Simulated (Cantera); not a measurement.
A closed system holds: 1 mol SiHCl₃, 36 mol N₂, 0.17 mol NH₃, held at 2.10 Torr.

Equilibrium computed with Cantera from the NASA thermochemical tables; the gas is ideal and each condensed phase is pure. Candidate condensed phases: NH₄Cl, Si, Si₃N₄; 28 gas species. The tables' values for SiCl₃, SiCl are old estimates; treat these amounts as uncertain. Kinetics and transport are ignored.

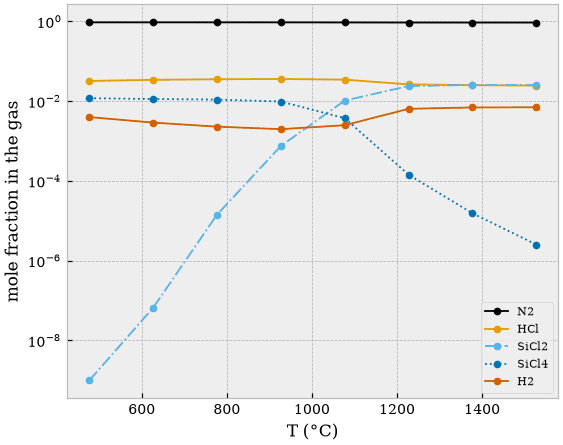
Figure. Equilibrium gas composition (values under 1e-9 drawn at 1e-9)

Question: Read off the mole fractions at 627 °C.

Answer: N₂ about 0.95, HCl about 0.034, SiCl₄ about 0.011, H₂ about 0.0029, SiCl₂ about 6.6e-8.
